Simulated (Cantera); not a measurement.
Feed: 1 mol Cu₂O, 0.34 mol C, 2.7 mol H₂, held at 0.120 bar.

Cantera equilibrium calculation (NASA polynomials, part measured and part estimated; ideal gas, pure solids and liquids). Candidate condensed phases: C, C₆H₆, C₇H₈, C₈H₁₈, Cu, CuO, Cu(OH)₂, Cu₂O, H₂O; 113 gas species. Kinetics and transport are ignored.

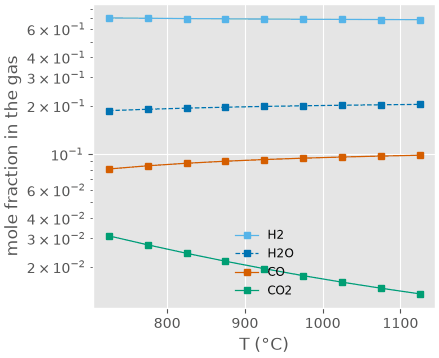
Figure. Equilibrium gas composition (values under 1e-9 drawn at 1e-9)

Read off the mole fractions at 725 °C.

H₂ about 0.70, H₂O about 0.19, CO about 0.081, CO₂ about 0.031.
